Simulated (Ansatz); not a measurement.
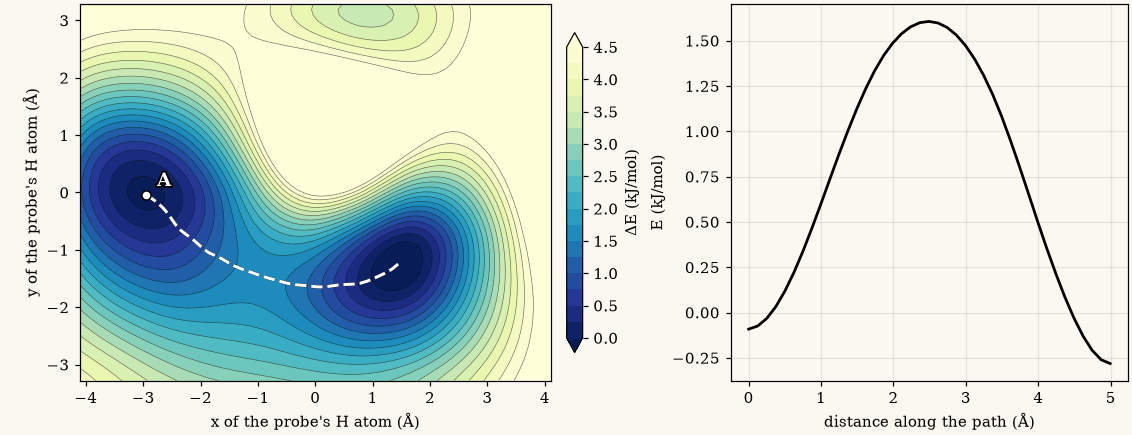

AlH₅OSi (SMILES [OH][AlH][SiH3]) with the probe H2O. The probe is moved over a plane parallel to the molecule's main plane, 3.31 Å above it. Coordinates scanned: (1) x of the probe's H atom; (2) y of the probe's H atom. Nothing is relaxed (molecule and probe rigid, the probe upright with H nearest the plane). The grid has 11 × 9 points. Points are written as (first, second). Energies: kJ/mol, counted from the lowest grid point. All numbers below come from RKS PBE-D4/def2-SVPD in Ansatz 0.2.0.

The picture shows filled contours, a line along the lowest path, one colour for all values above the top of the scale, the energy along the path at the right, the start A. Between grid points the surface is interpolated.

Question: Describe the path and its barrier.

Answer: The easiest path leads from the well at about (−2.95 Å, −0.05 Å) to a well of about the same depth at about (1.44 Å, −1.25 Å). Its highest point lies about 1.7 kJ/mol above the bottom of the first well on the interpolated surface, at about (−0.95 Å, −1.45 Å). This is the barrier on the constrained surface; relaxing the other coordinates would change it.
